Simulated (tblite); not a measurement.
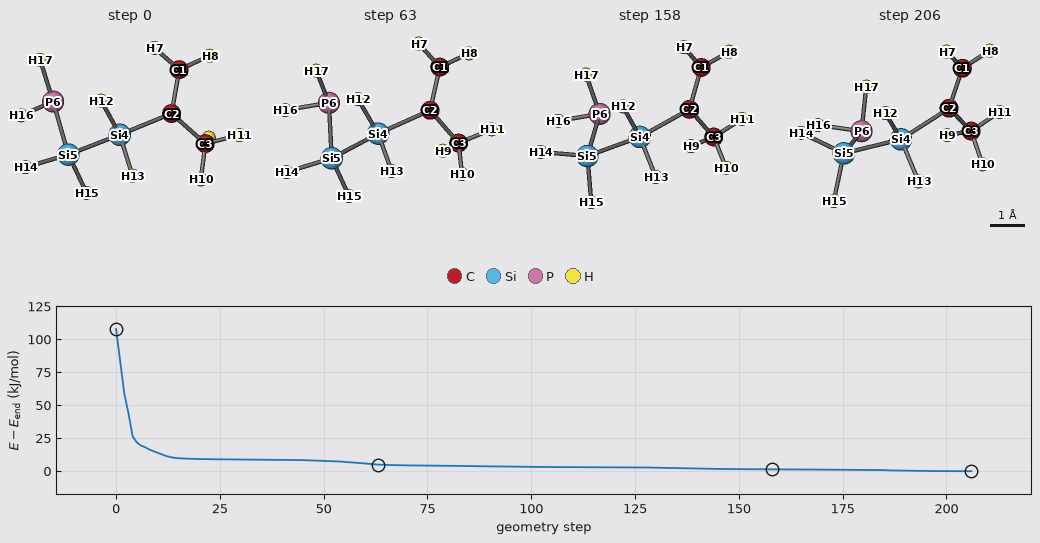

Frames of a relaxation of C3H11PSi2, marked on the history of the run. The picture is a ball-and-stick view, seen at a tilt.

Method: GFN2-xTB geometry optimisation, gas phase in tblite. 

Describe the path.

The atom that moves furthest after the best rigid fit is H17 (1.80 Å). Largest moves by element: H 1.80 Å, P 1.33 Å, C 0.69 Å, Si 0.20 Å. Near-neighbour distances that change, for instance: Si4–Si5 2.235 → 2.328 Å, P6–H16 1.458 → 1.379 Å, Si5–P6 2.187 → 2.246 Å, C3–H11 1.141 → 1.088 Å. Bond angles that change, for instance: H16–P6–H17 112.0° → 92.3°, Si5–P6–H17 113.2° → 95.1°, Si5–P6–H16 113.0° → 95.6°. Groups turn about Si4–Si5 by about 55°, C2–C3 by about 50°. After 206 geometry steps the energy has fallen by 107.9 kJ/mol. From step 0 to 63: H9 moves most (0.88 Å), energy −102.9 kJ/mol. From step 63 to 158: H15 moves most (0.72 Å), energy −3.58 kJ/mol. From step 158 to 206: H17 moves most (0.84 Å), energy −1.43 kJ/mol.

```csv
step,"E − E(0), kJ/mol"
0,0.00
1,-24.67
2,-49.18
3,-64.10
4,-81.50
5,-86.10
6,-88.48
7,-89.71
8,-91.46
9,-92.75
10,-93.95
20,-98.66
31,-99.08
41,-99.34
51,-100.25
62,-102.62
72,-103.58
82,-103.91
93,-104.45
103,-104.76
113,-104.88
123,-105.03
134,-105.57
144,-106.16
154,-106.43
165,-106.64
175,-106.88
185,-107.09
196,-107.82
206,-107.94
```
